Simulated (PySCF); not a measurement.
## A study: C₆H₇B, SMILES `B1C=CC=CC=C1`

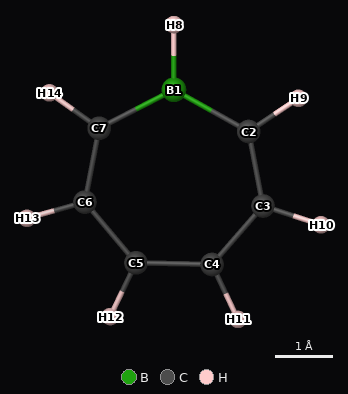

The molecule, with its atoms numbered as below. No frequency check shows the geometry to be a minimum.

Coordinates in Å:

```
B1       0.0005   -1.7320    0.0000
C2      -1.3420   -1.0082    0.0000
C3      -1.5990    0.3304    0.0000
C4      -0.6831    1.4065    0.0000
C5       0.6825    1.4068    0.0000
C6       1.5988    0.3311    0.0000
C7       1.3424   -1.0076    0.0000
H8       0.0008   -2.9086    0.0000
H9      -2.2351   -1.6279    0.0000
H10     -2.6395    0.6463    0.0000
H11     -1.1470    2.3875    0.0000
H12      1.1459    2.3880    0.0000
H13      2.6392    0.6474    0.0000
H14      2.2358   -1.6269    0.0000
```

Part 1: Bonding charge

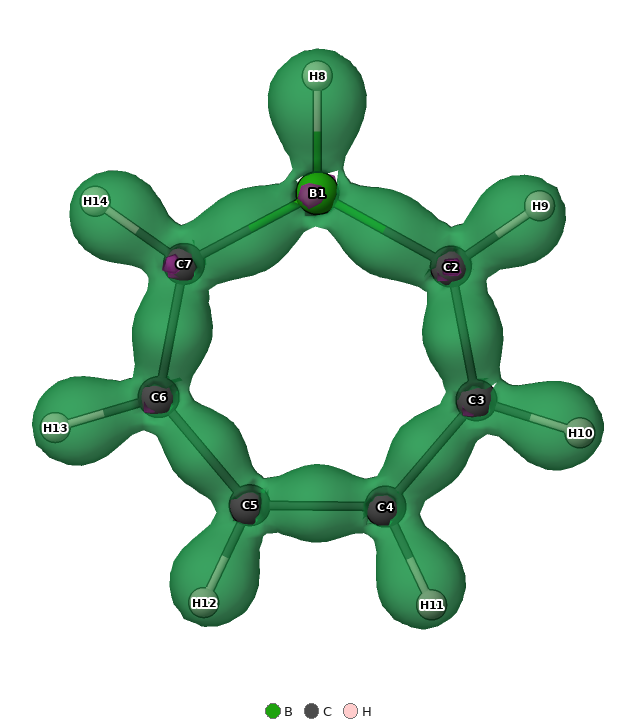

Deformation density (molecule less spherical, spin-averaged free atoms at the same positions), surfaces at ±0.2 e/Å³; green: gain, purple: loss.

Level of theory: B3LYP/def2-SVP (PySCF), at a geometry from GFN2-xTB.

> How much density has each bond gained at its critical point, relative to the free atoms?

C4–H11 and C5–H12: +0.72 e/Å³ at the bond critical point (bond length 1.08 Å, Mayer order 1.0). C3–H10 and C6–H13: +0.72 e/Å³ at the bond critical point (bond length 1.09 Å, Mayer order 1.0). C2–H9 and C7–H14: +0.70 e/Å³ at the bond critical point (bond length 1.09 Å, Mayer order 0.9). C6–C7 and C2–C3: +0.67 e/Å³ at the bond critical point (bond length 1.36 Å, Mayer order 1.6). C4–C5: +0.66 e/Å³ at the bond critical point (bond length 1.37 Å, Mayer order 1.6). C3–C4 and C5–C6: +0.61 e/Å³ at the bond critical point (bond length 1.41 Å, Mayer order 1.3). B1–C7 and B1–C2: +0.42 e/Å³ at the bond critical point (bond length 1.52 Å, Mayer order 1.2). B1–H8: +0.42 e/Å³ at the bond critical point (bond length 1.18 Å, Mayer order 0.9). In all, 3.4 electrons gather in the regions of gain relative to the promolecule.

> Where do the Hirshfeld charges lie?

The highest Hirshfeld charge is on B1 (+0.07 e), the lowest on C2 and C7 (−0.09 e).

```csv
atom,charge (e)
B1,+0.07
C2,−0.09
C3,−0.01
C4,−0.02
C5,−0.02
C6,−0.01
C7,−0.09
H8,−0.08
H9,+0.04
H10,+0.04
H11,+0.04
H12,+0.04
H13,+0.04
H14,+0.04
```

Part 2: Bond critical points

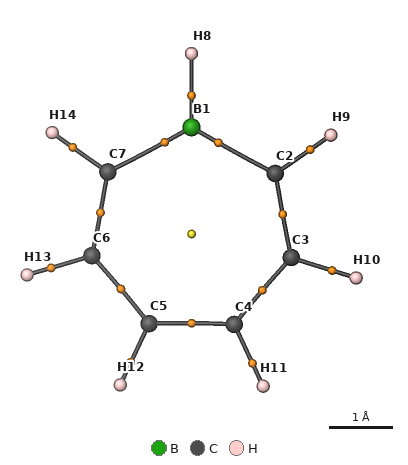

Molecular graph of the electron density (QTAIM): bond paths, bond critical points (orange), ring points (yellow, if any); weak paths are dashed.

> How many critical points of each kind are there, and does the count close?

14 nuclei, 14 bond, 1 ring and 0 cage critical points: 14 − 14 + 1 − 0 = 1, as the Poincaré–Hopf relation requires.

> Tabulate density, Laplacian, ellipticity and energy density at the bond critical points (atomic units).

```
            bond  length (Å)  ρ (a.u.)  ∇²ρ (a.u.)     ε  H (a.u.)
 C6–C7 (2 alike)       1.363     0.326       −0.88  0.20    −0.331
           C4–C5       1.366     0.324       −0.86  0.24    −0.324
 C3–C4 (2 alike)       1.413     0.300       −0.78  0.14    −0.278
C4–H11 (2 alike)       1.085     0.284       −1.07  0.01    −0.309
C3–H10 (2 alike)       1.087     0.283       −1.07  0.01    −0.307
 C2–H9 (2 alike)       1.087     0.280       −1.04  0.02    −0.303
 B1–C7 (2 alike)       1.525     0.188       +0.04  0.14    −0.196
           B1–H8       1.177     0.176       −0.08  0.23    −0.181
```

> What kind of interaction is C4–H11?

Shared-shell (covalent): ρ = 0.284, ∇²ρ = −1.07, H = −0.309 a.u.

Part 3: Electrostatic potential

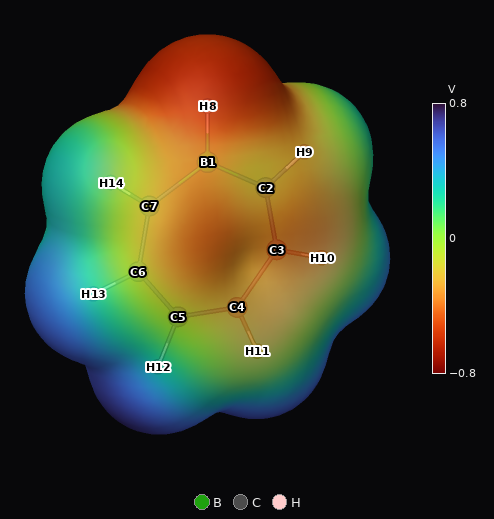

Electrostatic potential on the surface of electron density 0.001 a.u.

> Where are the extremes of the potential on the surface?

Highest: 0.74 V, 1.4 Å from H12, and at like points elsewhere. Further maxima include −0.18 V, off the molecular plane, over B1 (1.9 Å), and at like points elsewhere; −0.55 V, 1.5 Å from H8. Lowest: −0.64 V, 1.5 Å from H8, and at like points elsewhere. Further minima include −0.46 V, off the molecular plane, over C2 (2.1 Å), and at like points elsewhere. The surface is sampled at points, so like sites can differ by a few per cent and only the strongest of them is named.

> What volume does the surface enclose, and what is the dipole moment?

About 138 Å³; the dipole moment is 2.1 D.

Part 4: Excited states

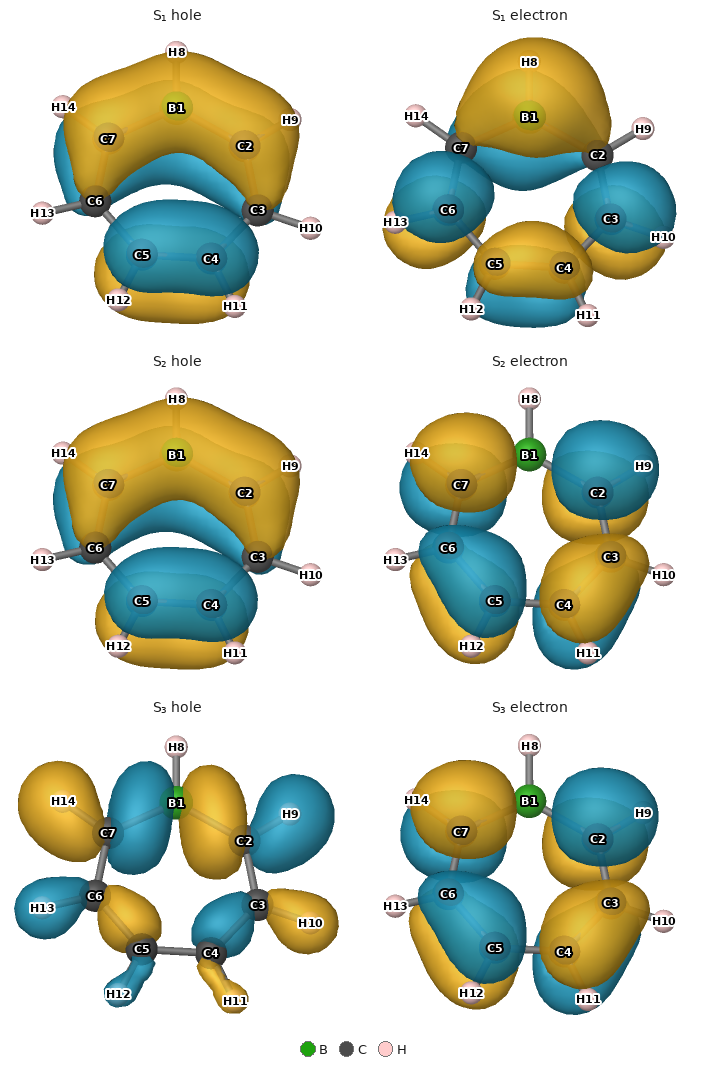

Leading natural transition orbitals (full linear response singlet states).

Computed with PySCF, B3LYP/def2-SVP, geometry: GFN2-xTB. Without diffuse functions Rydberg states are missing, so the states' numbers hold for this basis only.

> Give the energy and character of each state.

By state:
- S₁: 4.63 eV (267 nm), f = 0.039, π → π*; the leading pair carries 71 %; hole on C2 and C7 (17 % each), C4 and C5 (14 % each) and B1 (12 %), electron on B1 (20 %), C3 and C6 (15 % each) and C2, C4, C5 and C7 (10 % each) (shares are of the whole state, not of the leading pair alone); their centroids lie 0.1 Å apart.
- S₂: 4.75 eV (261 nm), f = 0.120 (bright), π → π*; the leading pair carries 89 %; hole on C2 and C7 (18 % each), B1 (15 %) and C4 and C5 (15 % each), electron on C2 and C7 (18 % each), C4 and C5 (14 % each) and B1 (9 %); their centroids lie 0.1 Å apart.
- S₃: 5.21 eV (238 nm), f = 0.000 (dark), σ → π*; the leading pair carries 100 %; hole on C2 and C7 (21 % each), B1 (17 %) and H9 and H14 (8 % each), electron on C2 and C7 (20 % each), C4 and C5 (15 % each) and C3 and C6 (8 % each); their centroids lie 0.9 Å apart; S₄ lies within 0.1 eV of it.

Part 5: The π system

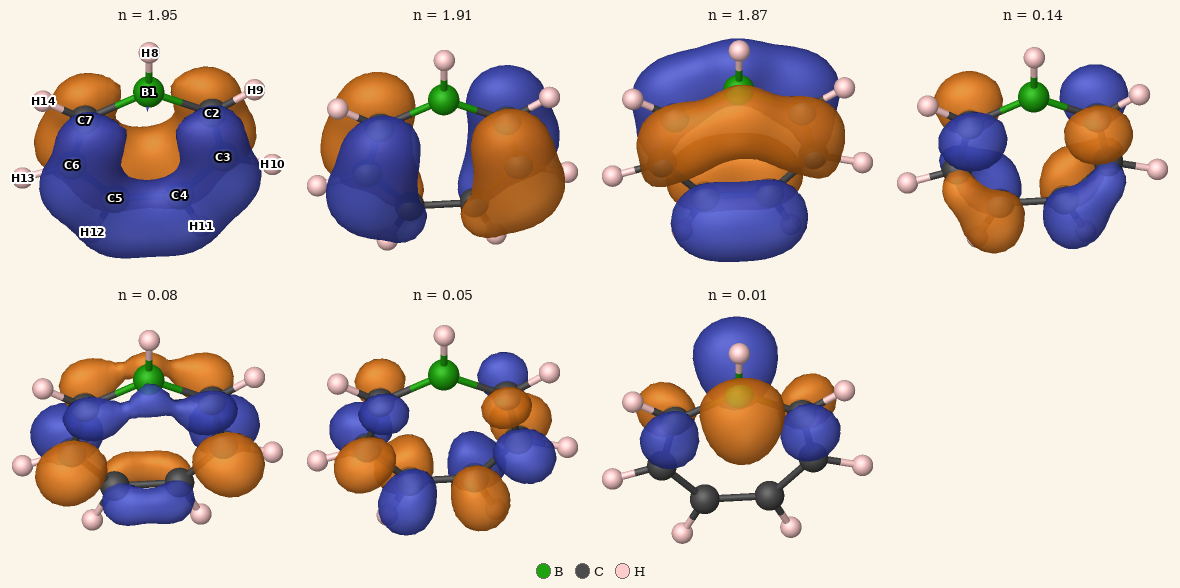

Natural orbitals of the π active space, CASSCF(6,7), singlet state, in order of falling occupation.

PySCF calculation, 6-31G* basis, gas phase; geometry: GFN2-xTB.

> How multiconfigurational is the state?

The leading determinant weighs 0.87; the effective number of unpaired electrons, Σ n²(2−n)², is 0.20; the most occupied of the weakly occupied orbitals holds 0.14 e, as in an ordinary closed-shell π system. The active space lowers the energy by 2.25 eV against Hartree–Fock.

> Where does the lowest triplet lie relative to the singlet, at this geometry and within this active space?

3.09 eV above it by strongly contracted NEVPT2 (+2.77 eV by CASSCF); a small basis tends to put such gaps a few tenths of an eV too high. This is a vertical energy for π states alone; a state that uses lone pairs or σ orbitals may lie lower.

The PySCF runs shown took 19 s, 14 min and 64 s on 1 thread of Arm Neoverse V1, with other jobs on the host.
